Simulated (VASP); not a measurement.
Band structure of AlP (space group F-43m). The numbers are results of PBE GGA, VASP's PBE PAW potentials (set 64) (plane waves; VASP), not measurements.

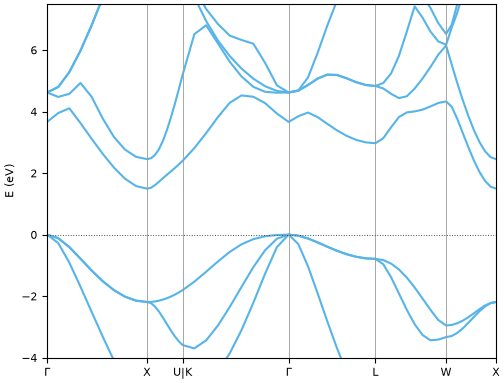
*Bands along high-symmetry lines, zero at the valence-band maximum or, without a gap, the Fermi level*

**Question.** Read the plot: is there a gap, and where are the band edges?

**Answer.** The gap is indirect, 1.49 eV, from the valence maximum at Γ to the conduction minimum at X.

The structure comes from a computed database's AlP entry; how it stands against other phases isn't given here. The cell was not relaxed at this level.
